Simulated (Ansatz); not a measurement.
A series of calculations on WHClF$_{4}$

### Relaxation

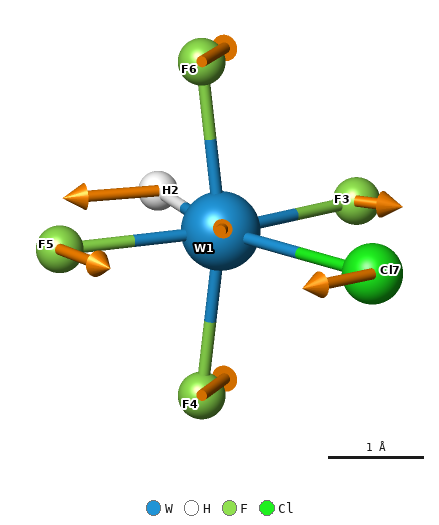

A relaxation of WHClF4. The starting structure is drawn; orange arrows show the displacements, magnified 20 times. The two geometries are superimposed by the best rigid fit.

A ball-and-stick model, seen at a tilt.

The run prepares an end point of a later path (reaction) calculation, from a guessed geometry.

These are results of RKS PBE0/def2-SVP in Ansatz 0.2.0, not measurements. (no spin polarisation; force threshold 0.03 eV/Å; at most 50 steps)

> What did the optimiser do to the structure, and how much energy did it gain?

After 3 accepted moves (4 points after the start) the energy has fallen by 0.010 eV. Largest force component: 0.25 eV/Å at the start, 0.029 eV/Å at the end. The line search rejected the trial step at point 1 of the run. The largest move after the best rigid fit is that of H2, 0.052 Å. By element the largest moves are H 0.052 Å, Cl 0.047 Å, F 0.047 Å, W 0.011 Å. Bond angles that change, for instance: H2–W1–Cl7 159.1° → 162.5°, F5–W1–Cl7 110.4° → 107.4°, H2–W1–F3 73.2° → 76.2°.

### Relaxation

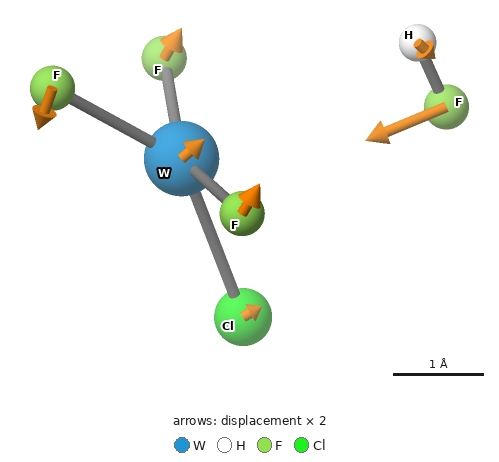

This is a relaxation of WHClF₄. The starting structure is drawn; orange arrows show the displacements, magnified 2 times. The two geometries are superimposed by the best rigid fit.

Style: ball-and-stick. Shown at a tilt.

The run prepares an end point of a later path (reaction) calculation, from a guessed geometry.

Level of theory: RKS PBE0/def2-SVP (Ansatz). (no spin polarisation; force threshold 0.03 eV/Å; at most 50 steps)

Q: Which element moves most?

A: Fluorine: up to 0.49 Å, against 0.17 Å for tungsten.

Q: Describe the change and its energy.

A: Over 11 accepted moves (13 points after the start) the energy falls by 0.067 eV. Largest force component: 0.15 eV/Å at the start, 0.018 eV/Å at the end. The line search rejected the trial steps at points 1, 5 of the run. The largest move after the best rigid fit is that of an F atom, 0.49 Å. Largest moves by element: F 0.49 Å, W 0.17 Å, H 0.15 Å, Cl 0.12 Å. Some distances before and after: F–W 3.046 → 2.436 Å, H–W 2.924 → 2.815 Å, Cl–W 2.245 → 2.282 Å, F–H 0.923 → 0.931 Å. New bonds form, among them: F–W (3.05 → 2.44 Å). Bond angles that change, for instance: F–W–Cl 145.1° → 130.9°, F–W–Cl 94.8° → 97.8°, F–W–F 157.6° → 155.3°.

Limits of the set-up: the start holds two separate molecules, 2.9 Å apart at their closest, whose relative position is a soft coordinate and is computed without a dispersion correction.

### Path

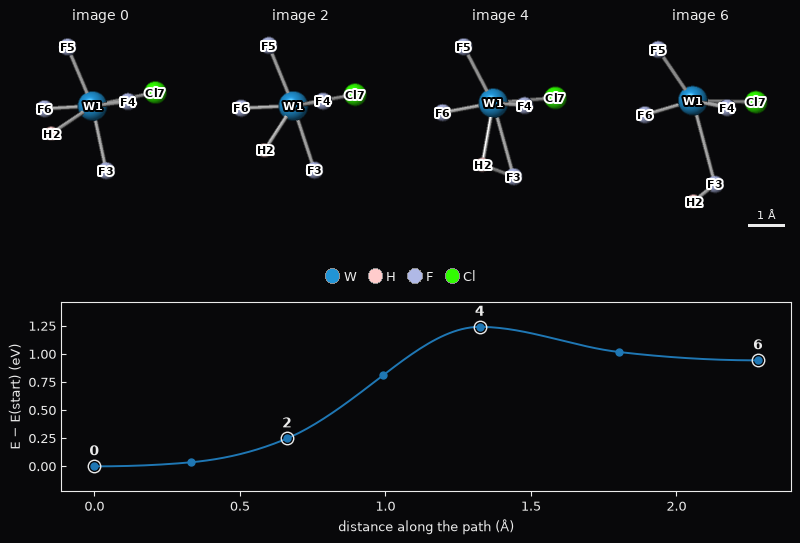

NEB run on WHClF₄. Images are numbered from 0 (start) to 6 (end). Style: ball-and-stick. Shown from a free direction.

Theory: RKS PBE0/def2-SVP in Ansatz 0.2.0. Run with 5 movable images; climbing image; force threshold 0.05 eV/Å; iteration limit 55; starting path through a guess of the saddle point.

Read off the barrier and say what moves.

Answer. The highest point, image 4, lies 1.24 eV above the start and 0.30 eV above the end; the end is at +0.94 eV relative to the start. A hydrogen atom shifts from one atom to another. Breaking: W1–H2 (1.71 → 1.79 at the top → 2.82 Å). Forming: H2–F3 (2.20 → 1.17 at the top → 0.93 Å). The band converged in 13 iterations, with a climbing image at the top.
